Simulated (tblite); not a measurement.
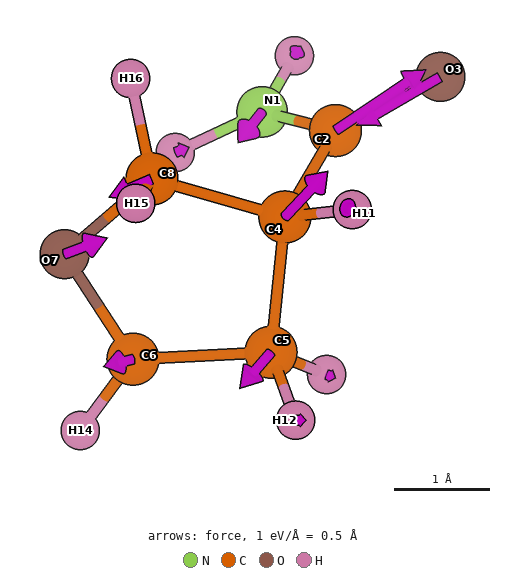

Starting geometry of C5H8NO2 (multiplicity 2) with the computed forces as purple arrows. Style: ball-and-stick. Shown from a free direction.

All numbers below come from tblite 0.8.0, GFN2-xTB geometry optimisation, gas phase. 

Question: What follows when this structure is relaxed?

Answer: It isn't relaxed: the largest force vector, on a C atom, is 2.36 eV/Å. The final displacements have little in common with the starting forces (cosine between the two patterns 0.10). The energy falls by 0.161 eV in 79 geometry steps. An H atom moves most after the best rigid fit: 0.46 Å. Largest moves by element: H 0.46 Å, O 0.35 Å, C 0.30 Å, N 0.17 Å. Among the contacts that change: C–C 1.501 → 1.536 Å, C–O 1.244 → 1.211 Å, C–O 1.447 → 1.415 Å, C–H 1.108 → 1.090 Å. Bond angles that change, for instance: N–C–C 117.9° → 113.9°, C–O–C 105.2° → 108.9°, C–C–H 129.4° → 125.7°. The run took 0.34 s on 1 thread of Arm Neoverse V2, on a shared host.
